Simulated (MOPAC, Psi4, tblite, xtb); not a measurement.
Intermolecular potential of H4Ge ··· COS (SMILES [GeH4] and O=C=S). Monomers: optimised at B3LYP-D3(BJ) (def2-TZVP), held rigid. Orientation: a higher rigid-body minimum at GFN2-xTB. R is the distance of the centres of mass, along which the second monomer moves.

Geometry at R = 4.40 Å (first 5 atoms: monomer A):
```
8

Ge     0.0000     0.0000     0.0000
H     -0.8646    -0.6263    -1.1041
H      0.2608     1.4771    -0.3300
H      1.3381    -0.7487     0.0890
H     -0.7343    -0.1021     1.3451
O      2.1513     0.8274    -2.0183
C      3.2591     1.1404    -1.9187
S      4.7569     1.5635    -1.7840
```

Levels of theory: GFN2-xTB (tblite); MP2/aug-cc-pVDZ = DF-MP2/aug-cc-pVDZ, frozen core, counterpoise-corrected (Psi4 1.11); PM3, restricted, heats of formation (MOPAC); GFN1-xTB (xtb); SAPT0/jun-cc-pVDZ, frozen core (Psi4).

Interaction energies in kJ/mol (negative: bound); R is the distance of the centres of mass, d the H3···O6 distance.

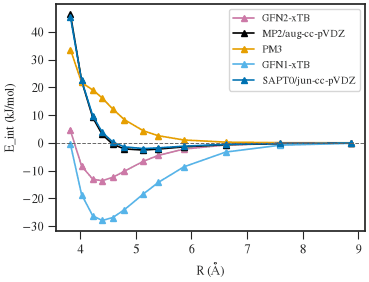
Figure. Interaction energy against separation.

```
R / Å  d / Å  GFN2-xTB  MP2/aug-cc-pVDZ    PM3  GFN1-xTB  SAPT0/jun-cc-pVDZ
-----  -----  --------  ---------------  -----  --------  -----------------
3.83    2.17      4.43            46.25  33.59     -0.55              45.22
4.03    2.32     -8.35            22.36  21.75    -18.63              22.50
4.23    2.48    -13.10             9.15  19.04    -26.29               9.80
4.40    2.62    -13.66             3.03  16.18    -27.96               3.82
4.59    2.77    -12.44            -0.53  12.17    -26.93               0.27
4.80    2.95    -10.23            -2.20   8.33    -24.08              -1.47
5.14    3.25     -6.66            -2.61   4.33    -18.44              -2.07
5.41    3.49     -4.52            -2.24   2.54    -14.26              -1.83
5.87    3.91     -2.27            -1.46   1.02     -8.64              -1.21
6.62    4.62     -0.79            -0.67   0.24     -3.34              -0.56
7.60    5.55     -0.26            -0.26   0.05     -0.86              -0.22
8.88    6.79     -0.10            -0.09   0.01     -0.19              -0.08
```

Lowest grid point: GFN2-xTB -13.66 kJ/mol at R = 4.40 Å; MP2/aug-cc-pVDZ -2.61 kJ/mol at R = 5.14 Å; PM3 0.01 kJ/mol at R = 8.88 Å; GFN1-xTB -27.96 kJ/mol at R = 4.40 Å; SAPT0/jun-cc-pVDZ -2.07 kJ/mol at R = 5.14 Å.
